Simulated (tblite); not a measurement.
Run report: C7H18Cl2SSi2, geometry relaxation (part 2 of 2)

Continued. System: C7H18Cl2SSi2, SMILES CCCCS[Si@](C)(Cl)[Si](C)(C)Cl. Method: GFN2-xTB geometry optimisation, gas phase (tblite 0.8.0). 

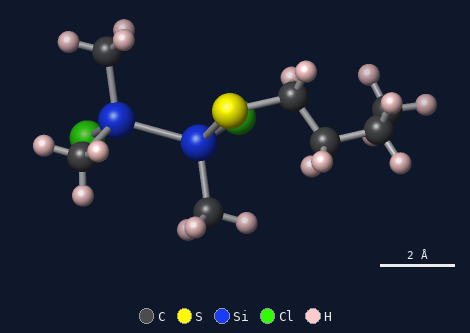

The geometry at step 182 of the log (ball-and-stick view, seen on its broad side).

Trajectory as extended XYZ, continued:
```
30
Properties=species:S:1:pos:R:3:forces:R:3 step=46 energy=-1090.37484
C     4.2400    0.9085   -0.3876   -0.0090  -0.0090   0.0110
C     3.9017   -0.0670    0.7357   -0.0130  -0.0120   0.0060
C     2.4089   -0.3892    0.8184   -0.0200   0.0030  -0.0010
C     1.5732    0.8151    1.2138   -0.0010   0.0020  -0.0020
S    -0.1795    0.3790    1.4942    0.0040  -0.0100   0.0090
Si   -0.8794   -0.1096   -0.5087   -0.0250   0.0320  -0.0110
C    -0.3743   -1.9123   -0.9382    0.0100   0.0130  -0.0030
Cl    0.1312    1.1075   -1.8112    0.0130  -0.0190   0.0090
Si   -3.1843    0.2622   -0.6160    0.0840  -0.0310   0.0270
C    -4.1080   -1.3339   -0.1212   -0.0070  -0.0240   0.0090
C    -3.8294    1.7470    0.3947    0.0100   0.0140  -0.0010
Cl   -3.6017    0.6358   -2.5827   -0.0400  -0.0160  -0.0490
H     5.3170    0.9487   -0.5378   -0.0230   0.0320   0.0160
H     3.8894    1.9110   -0.1547    0.0070  -0.0140  -0.0010
H     3.7774    0.5947   -1.3213    0.0100  -0.0210   0.0160
H     4.4422   -1.0022    0.5708   -0.0080   0.0030  -0.0100
H     4.2356    0.3428    1.6917    0.0170   0.0020  -0.0120
H     2.0678   -0.7586   -0.1504    0.0200   0.0090  -0.0150
H     2.2458   -1.1816    1.5536    0.0320   0.0140   0.0050
H     1.9138    1.2282    2.1633   -0.0200   0.0050  -0.0120
H     1.5931    1.5925    0.4526    0.0100  -0.0090   0.0060
H     0.4545   -1.9450   -1.6412    0.0040   0.0080  -0.0100
H    -1.2018   -2.4482   -1.3957    0.0080   0.0190   0.0060
H    -0.0743   -2.4630   -0.0503   -0.0360  -0.0060  -0.0040
H    -4.8759   -1.5890   -0.8450   -0.0180   0.0100   0.0120
H    -3.4344   -2.1821   -0.0469   -0.0030  -0.0200  -0.0160
H    -4.5881   -1.2270    0.8459   -0.0150   0.0100   0.0010
H    -4.5328    2.3445   -0.1791   -0.0190  -0.0030   0.0090
H    -4.3305    1.4200    1.3008    0.0140   0.0070   0.0000
H    -3.0152    2.3997    0.6952    0.0130   0.0120   0.0070
30
Properties=species:S:1:pos:R:3:forces:R:3 step=91 energy=-1090.45379
C     4.2621    1.0050   -0.3014   -0.0180  -0.0430   0.0330
C     3.9312    0.1018    0.8813    0.0140  -0.0010   0.0270
C     2.4838   -0.3980    0.8525    0.0630  -0.0130  -0.0310
C     1.4854    0.6875    1.2175    0.0820  -0.0010  -0.0050
S    -0.2081    0.0392    1.4048   -0.0300  -0.0420   0.0340
Si   -0.9045   -0.2475   -0.6344    0.0160  -0.0330  -0.0480
C    -0.5312   -2.0238   -1.2396   -0.0040   0.0110   0.0140
Cl    0.1682    0.9816   -1.8672    0.0180   0.0270   0.0330
Si   -3.1887    0.2144   -0.6167    0.0060   0.0340  -0.0020
C    -4.1403   -1.2769    0.0939    0.0020   0.0250  -0.0240
C    -3.6235    1.8194    0.3192   -0.0110  -0.0430  -0.0420
Cl   -3.7883    0.4555   -2.5583   -0.0240  -0.0190  -0.0060
H     5.2695    1.4040   -0.2096   -0.0020  -0.0180   0.0050
H     3.5681    1.8387   -0.3552    0.0130   0.0300  -0.0250
H     4.2003    0.4390   -1.2280   -0.0230   0.0450  -0.0350
H     4.6018   -0.7605    0.8631   -0.0210  -0.0100   0.0000
H     4.1126    0.6345    1.8167   -0.0240   0.0280   0.0190
H     2.2624   -0.7695   -0.1499   -0.0480  -0.0380  -0.0080
H     2.3708   -1.2274    1.5554   -0.0080   0.0300  -0.0090
H     1.7225    1.1193    2.1889    0.0120   0.0030   0.0320
H     1.4534    1.4809    0.4747   -0.0080   0.0030  -0.0270
H     0.5299   -2.2321   -1.3488    0.0390   0.0420   0.0180
H    -0.9947   -2.1864   -2.2086   -0.0140  -0.0150  -0.0130
H    -0.9359   -2.7583   -0.5508   -0.0160  -0.0240   0.0250
H    -5.2042   -1.1999   -0.1114   -0.0020  -0.0030   0.0150
H    -3.7887   -2.2063   -0.3447   -0.0340  -0.0210  -0.0140
H    -4.0131   -1.3555    1.1685    0.0170   0.0230   0.0030
H    -4.6590    2.1123    0.1603    0.0250  -0.0070   0.0210
H    -3.4662    1.6980    1.3865    0.0050   0.0130  -0.0060
H    -2.9935    2.6394   -0.0164   -0.0260   0.0180   0.0180
30
Properties=species:S:1:pos:R:3:forces:R:3 step=136 energy=-1090.47605
C     4.2200    1.0328   -0.2898   -0.0060   0.0000  -0.0060
C     3.9254    0.0939    0.8750   -0.0030   0.0030  -0.0050
C     2.4864   -0.4268    0.8671   -0.0060  -0.0010  -0.0040
C     1.4794    0.6476    1.2382   -0.0070  -0.0020   0.0020
S    -0.2164   -0.0150    1.4040    0.0160   0.0020   0.0070
Si   -0.8966   -0.2571   -0.6521   -0.0150   0.0140   0.0040
C    -0.4747   -2.0260   -1.2406    0.0060   0.0000   0.0020
Cl    0.1818    1.0222   -1.8288    0.0100  -0.0080   0.0060
Si   -3.1835    0.2096   -0.6607   -0.0020  -0.0160  -0.0130
C    -4.1508   -1.2379    0.1129    0.0000  -0.0060  -0.0050
C    -3.6200    1.8206    0.2589    0.0040   0.0140   0.0010
Cl   -3.8210    0.3921   -2.5962    0.0090  -0.0040   0.0040
H     5.2661    1.3328   -0.2834   -0.0220  -0.0200   0.0130
H     3.6113    1.9316   -0.2319    0.0010  -0.0090   0.0050
H     4.0111    0.5390   -1.2368    0.0050   0.0090   0.0050
H     4.5996   -0.7640    0.8217    0.0120   0.0120  -0.0170
H     4.1207    0.6089    1.8181   -0.0070  -0.0070   0.0070
H     2.2533   -0.8171   -0.1259   -0.0150   0.0060  -0.0080
H     2.3923   -1.2487    1.5809    0.0080   0.0040   0.0030
H     1.7085    1.0649    2.2186   -0.0090   0.0100  -0.0050
H     1.4451    1.4495    0.5041    0.0040  -0.0090   0.0000
H     0.5974   -2.2014   -1.2912    0.0160  -0.0080   0.0010
H    -0.8826   -2.2102   -2.2306   -0.0150   0.0020   0.0020
H    -0.8947   -2.7649   -0.5635    0.0030   0.0060  -0.0110
H    -5.2181   -1.0316    0.1244    0.0200  -0.0170   0.0100
H    -4.0043   -2.1609   -0.4419   -0.0030   0.0160   0.0150
H    -3.8342   -1.4118    1.1367   -0.0080  -0.0060  -0.0120
H    -4.6912    2.0065    0.2602   -0.0010  -0.0020   0.0000
H    -3.2892    1.7679    1.2917    0.0010   0.0080   0.0050
H    -3.1392    2.6819   -0.1967    0.0050   0.0110  -0.0060
30
Properties=species:S:1:pos:R:3:forces:R:3 step=182 energy=-1090.47994
C     4.1610    1.0632   -0.2649    0.0050   0.0060  -0.0020
C     3.9008    0.0521    0.8457   -0.0060   0.0050  -0.0080
C     2.4562   -0.4496    0.8582   -0.0050   0.0060   0.0020
C     1.4717    0.6333    1.2636    0.0000   0.0000   0.0040
S    -0.2313   -0.0062    1.4229    0.0050  -0.0020   0.0070
Si   -0.8797   -0.2442   -0.6437   -0.0060  -0.0080  -0.0030
C    -0.4600   -2.0156   -1.2291    0.0030   0.0020   0.0010
Cl    0.2182    1.0335   -1.8027    0.0050  -0.0040  -0.0030
Si   -3.1654    0.2107   -0.6696   -0.0070   0.0070   0.0070
C    -4.0951   -1.2406    0.1420   -0.0030   0.0040   0.0010
C    -3.6066    1.8493    0.2002   -0.0040  -0.0030  -0.0010
Cl   -3.8078    0.3320   -2.6077    0.0040  -0.0030   0.0040
H     5.2155    1.3264   -0.2971    0.0060  -0.0010  -0.0010
H     3.5903    1.9746   -0.1071    0.0030   0.0000   0.0040
H     3.8808    0.6474   -1.2304    0.0070   0.0010   0.0000
H     4.5620   -0.8063    0.7070   -0.0010   0.0010  -0.0020
H     4.1383    0.5002    1.8132   -0.0020  -0.0030   0.0000
H     2.1968   -0.8170   -0.1373    0.0010   0.0020   0.0070
H     2.3660   -1.2827    1.5594   -0.0030   0.0030  -0.0040
H     1.7149    1.0301    2.2489   -0.0030  -0.0070   0.0050
H     1.4437    1.4495    0.5453    0.0050  -0.0080  -0.0010
H     0.6097   -2.1817   -1.3354    0.0010   0.0030  -0.0080
H    -0.9214   -2.2179   -2.1918    0.0040   0.0020  -0.0020
H    -0.8346   -2.7499   -0.5214   -0.0040  -0.0010   0.0010
H    -5.1620   -1.0453    0.2015   -0.0040  -0.0030  -0.0010
H    -3.9640   -2.1591   -0.4232   -0.0050  -0.0030   0.0030
H    -3.7342   -1.4190    1.1500    0.0020   0.0080   0.0020
H    -4.6807    2.0153    0.2269    0.0020   0.0000  -0.0050
H    -3.2452    1.8466    1.2244    0.0020  -0.0030  -0.0050
H    -3.1561    2.6996   -0.3054   -0.0020  -0.0020   0.0000
30
Properties=species:S:1:pos:R:3:forces:R:3 step=228 energy=-1090.48615
C     4.1408    1.2188   -0.1130   -0.0050   0.0090  -0.0110
C     3.8958    0.0268    0.8056    0.0060   0.0140  -0.0030
C     2.4630   -0.5007    0.7280   -0.0070   0.0100   0.0010
C     1.4593    0.4706    1.3233   -0.0190   0.0110  -0.0080
S    -0.2195   -0.2403    1.4316    0.0030  -0.0020   0.0050
Si   -0.8783   -0.3194   -0.6440    0.0100   0.0050   0.0050
C    -0.4638   -2.0446   -1.3537   -0.0040   0.0010  -0.0010
Cl    0.2102    1.0440   -1.7121    0.0060   0.0010   0.0010
Si   -3.1588    0.1521   -0.6509   -0.0200  -0.0010  -0.0080
C    -4.0774   -1.1315    0.4143   -0.0100  -0.0110   0.0000
C    -3.5857    1.9091   -0.0453    0.0030   0.0170   0.0110
Cl   -3.8347   -0.0268   -2.5746   -0.0080  -0.0050   0.0160
H     5.1842    1.5227   -0.0657   -0.0060  -0.0020   0.0020
H     3.5271    2.0687    0.1753    0.0130  -0.0070   0.0090
H     3.9058    0.9639   -1.1447   -0.0040  -0.0150   0.0210
H     4.5755   -0.7816    0.5266    0.0060   0.0080   0.0070
H     4.1180    0.3090    1.8371    0.0230  -0.0070   0.0000
H     2.2075   -0.6875   -0.3171   -0.0080  -0.0120   0.0010
H     2.3945   -1.4474    1.2692    0.0020   0.0010  -0.0020
H     1.7199    0.7205    2.3519    0.0010  -0.0140  -0.0130
H     1.3841    1.3856    0.7401    0.0030   0.0040  -0.0060
H     0.6058   -2.2138   -1.4592   -0.0100   0.0010  -0.0020
H    -0.9174   -2.1685   -2.3335    0.0120  -0.0070   0.0050
H    -0.8569   -2.8236   -0.7056    0.0110   0.0030  -0.0150
H    -5.1372   -0.9036    0.4873   -0.0020  -0.0050  -0.0010
H    -3.9876   -2.1319    0.0002    0.0000   0.0060  -0.0030
H    -3.6728   -1.1557    1.4213    0.0030   0.0040   0.0010
H    -4.6607    2.0523    0.0324    0.0000   0.0100  -0.0120
H    -3.1577    2.0902    0.9364    0.0010  -0.0010  -0.0020
H    -3.2009    2.6710   -0.7187    0.0010  -0.0150   0.0030
30
Properties=species:S:1:pos:R:3:forces:R:3 step=273 energy=-1090.49014
C     4.1273    1.2699   -0.0275   -0.0040  -0.0040   0.0000
C     3.9037    0.0056    0.7946    0.0030   0.0020   0.0000
C     2.4728   -0.5255    0.6941    0.0040   0.0010  -0.0010
C     1.4585    0.4212    1.3113    0.0000  -0.0030  -0.0020
S    -0.2089   -0.3163    1.4196   -0.0030  -0.0040   0.0010
Si   -0.8945   -0.3459   -0.6482   -0.0040   0.0020  -0.0070
C    -0.4385   -2.0284   -1.4311    0.0010  -0.0010  -0.0010
Cl    0.1541    1.0779   -1.6812    0.0020   0.0010   0.0020
Si   -3.1818    0.1077   -0.6225   -0.0020   0.0070  -0.0020
C    -4.0915   -1.0870    0.5480    0.0020  -0.0010   0.0020
C    -3.5724    1.9148   -0.1513   -0.0010   0.0020   0.0010
Cl   -3.9084   -0.2083   -2.5094    0.0020  -0.0030   0.0020
H     5.1793    1.5464   -0.0158   -0.0060  -0.0020   0.0030
H     3.5541    2.1026    0.3718    0.0030  -0.0020   0.0000
H     3.8262    1.1102   -1.0607    0.0020  -0.0010   0.0010
H     4.5832   -0.7733    0.4407   -0.0040   0.0020   0.0010
H     4.1436    0.2027    1.8419    0.0000   0.0010  -0.0020
H     2.2226   -0.6843   -0.3573    0.0000   0.0020   0.0020
H     2.4096   -1.4891    1.2055   -0.0040   0.0060   0.0020
H     1.7218    0.6546    2.3427    0.0050   0.0000  -0.0030
H     1.3677    1.3448    0.7441    0.0000  -0.0020   0.0010
H     0.6350   -2.1605   -1.5487    0.0010   0.0010   0.0010
H    -0.8917   -2.1245   -2.4139   -0.0030   0.0000  -0.0010
H    -0.8033   -2.8472   -0.8172   -0.0020   0.0000  -0.0010
H    -5.1541   -0.8653    0.5966    0.0020   0.0030   0.0020
H    -3.9895   -2.1176    0.2202    0.0020  -0.0010  -0.0020
H    -3.6907   -1.0220    1.5546    0.0030   0.0010   0.0000
H    -4.6418    2.1107   -0.1632   -0.0010  -0.0030   0.0010
H    -3.2048    2.1412    0.8452   -0.0010  -0.0010   0.0000
H    -3.1055    2.6135   -0.8407    0.0020  -0.0050  -0.0020
```

Results in brief:

| quantity | value |
| --- | --- |
| outcome | converged |
| total energy | −1090.4901 eV |
| hardware | 2 CPU threads, shared host |
| wall time | 15 s (CPU time 30 s) |
| peak memory | 0.18 GiB |
